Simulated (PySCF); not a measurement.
C7H9AlO

Input

```
{"job": {"kind": "nmr", "xc": "PBE0", "basis": "pcSseg-1"}, "charge": 0, "multiplicity": 1}
C     -3.011153     1.076847    -0.536799
C     -1.743740     1.186598    -0.136305
Al    -0.595535    -0.439825    -0.238364
C     -1.397508    -2.153901    -0.852431
C      1.313352    -0.415582     0.241267
C      2.637935    -0.641554     0.511670
C      3.201212     0.583279     0.940146
C      2.194704     1.498696     0.910573
O      1.062043     0.921278     0.496100
H     -3.402944     0.137262    -0.902680
H     -3.716829     1.898740    -0.523128
H     -1.423300     2.168013     0.218869
H     -2.338180    -2.388144    -0.348198
H     -1.617134    -2.159759    -1.923134
H     -0.716249    -2.990798    -0.667214
H      3.154131    -1.576613     0.415130
H      4.218831     0.756786     1.229919
H      2.171606     2.544996     1.152922
```

Launched as:

```sh
OMP_NUM_THREADS=1 python probes_run.py task.json out
```

Geometry: GFN2-xTB.

Method: PBE0/pcSseg-1, SCF density, gas phase, non-relativistic in PySCF.

**What will maps of the electron density and electron localisation function show?**

C–C (1.33 Å): ρ is about 2.3 e/Å³ halfway; the ELF peaks at about 0.95 between the atoms (a short, multiple covalent bond).
C–O (1.34 Å): ρ at the midpoint is about 2.4 e/Å³; the ELF peaks at about 0.90 between the atoms (a shared but strongly polarised pair).
C–Al (1.97 Å): ρ at the midpoint is about 0.66 e/Å³; the ELF peaks at about 0.95 between the atoms; a polar covalent bond.
Al–O (2.27 Å): ρ is about 0.25 e/Å³ halfway; the ELF is about 0.15 at the midpoint.

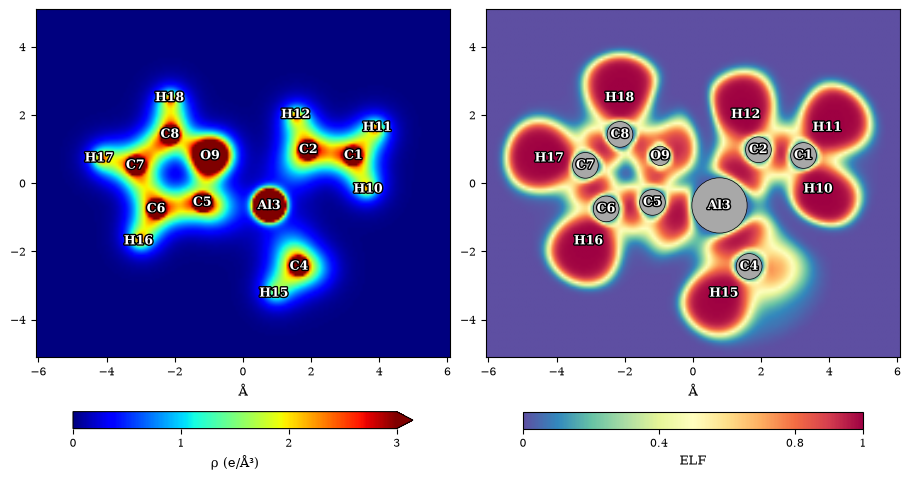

Computed electron density and electron localisation function on the plane of atoms Al3, C5 and O9, in this order. Grey discs cover the atomic cores in the ELF map. 
